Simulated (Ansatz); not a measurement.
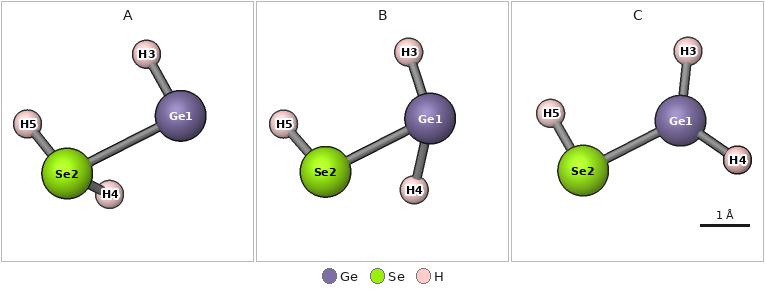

3 geometries from a converged minimum-energy path of GeH3Se (charge +1), shuffled. A ball-and-stick model, seen at a tilt.

These are results of Ansatz, UKS PBE0-D4/def2-SVP, not measurements. Settings: 7 movable images; climbing image; force threshold 0.03 eV/Å; iteration limit 60; starting path through a guess of the saddle point.

Which frame is the transition state?

B. In order along the path, whose images run from 0 to 8: C (image 0, 0.0 kJ/mol), B (image 3, +202.6 kJ/mol), A (image 5, +75.0 kJ/mol). A hydrogen atom shifts from one atom to another. Breaking: Ge1–H4 (1.52 → 1.65 at the top → 3.18 Å). Forming: Se2–H4 (3.21 → 1.97 at the top → 1.48 Å).

The run took 93 s on 2 threads of AMD EPYC 9R45 96-Core Processor (Zen 5) (shared host), peak memory 0.29 GiB.
